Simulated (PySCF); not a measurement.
# Single-point calculation, with input and output: SnCl (charge +1)

The run: single-point calculation of SnCl, charge +1. Method and program: UKS-b3lyp/def2-svpd, polarizability (PySCF 2.14.0).

Some settings of this run were made unusual or wrong on purpose.

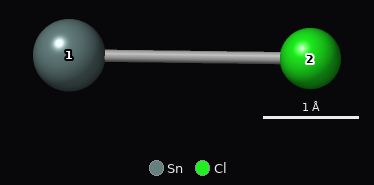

The structure as given in the input (ball-and-stick view, seen at an oblique angle; atoms are numbered from 1 in the order of the input). Sticks mark near contacts. Bond lengths as drawn: Cl–Sn 2.54 Å.

What the run reported:

```csv
quantity,value
outcome,converged
SCF energy,−676.837542 hartree
⟨S²⟩,1.003
hardware,"1 CPU thread, shared host"
wall time,23 s
```

Some settings of this run were drawn to be unusual or wrong. It converged; results that depend on the unusual settings are not reference values. ⟨S²⟩ is 1.00 against 0.00 for a pure state: the solution is spin-contaminated.

The input:
```python
from pyscf import gto, dft
from pyscf.prop.polarizability import uhf as pol

mol = gto.M(
    atom='Sn 0 0 0; Cl 0 0 2.541',
    basis='def2-svpd',
    ecp={'Sn': 'def2-svpd'},
    charge=1,
    spin=0,
    verbose=3,
)
mf = dft.UKS(mol, xc='b3lyp')
field = 0.2  # electric field along z, atomic units
h = mf.get_hcore() + field*mol.intor('int1e_r')[2]
mf.get_hcore = lambda *args: h
e_nuc = mol.energy_nuc() - field*mol.atom_charges() @ mol.atom_coords()[:, 2]
mf.energy_nuc = lambda *args: e_nuc
mf.kernel()
print('polarizability (a.u.)')
print(pol.Polarizability(mf).polarizability().round(4))
mf.dip_moment()
print('orbital energies (hartree):', [e[max(0, n-3):n+3].round(4) for e, n in zip(mf.mo_energy, mol.nelec)])
```

Run as:
```bash
OMP_NUM_THREADS=1 python input.py
```

What the program printed:
```
WARN: HOMO -0.595213746494893 >= LUMO -0.595213746494856

converged SCF energy = -676.837542096381  <S^2> = 1.0028046  2S+1 = 2.238575
polarizability (a.u.)
[[ 54.3529   0.      -0.    ]
 [  0.      54.3528  -0.    ]
 [ -0.      -0.     137.4242]]

WARN: System has nonzero charge 1; the dipole moment is origin-dependent.
Location of origin: [0. 0. 0.]

Dipole moment(X, Y, Z, Debye):  0.00000, -0.00000, 67.66633
orbital energies (hartree): [array([-0.7537, -0.5645, -0.5602, -0.508 , -0.5066, -0.4366]), array([-0.7537, -0.5645, -0.5602, -0.508 , -0.5066, -0.4366])]
```
